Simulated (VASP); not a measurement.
Band structure of Ba3SrO4 (ordered alloy cell). Level of theory: PBEsol GGA, VASP's PBE PAW potentials (set 64) (plane waves; VASP 6.6.1).

Unless said otherwise, spin-orbit coupling is left out, though it shifts the bands of the heavy elements here.

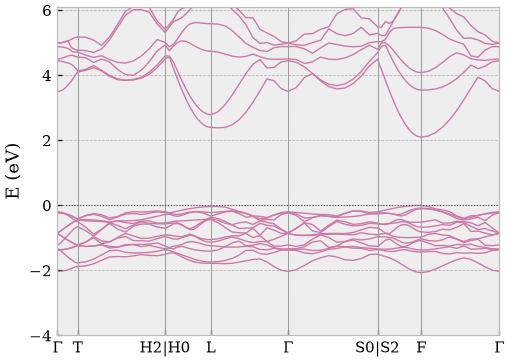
Figure. Bands along high-symmetry lines, zero at the valence-band maximum or, without a gap, the Fermi level

Q: Read the plot: is there a gap, and where are the band edges?

A: The gap is direct, 2.10 eV, from the valence maximum at F to the conduction minimum at F. (Edges off the drawn lines would not show.)

The structure was generated: Ba3SrO4 was put into an ordered model structure (R-3m), which need not be its known phase. It was relaxed first.
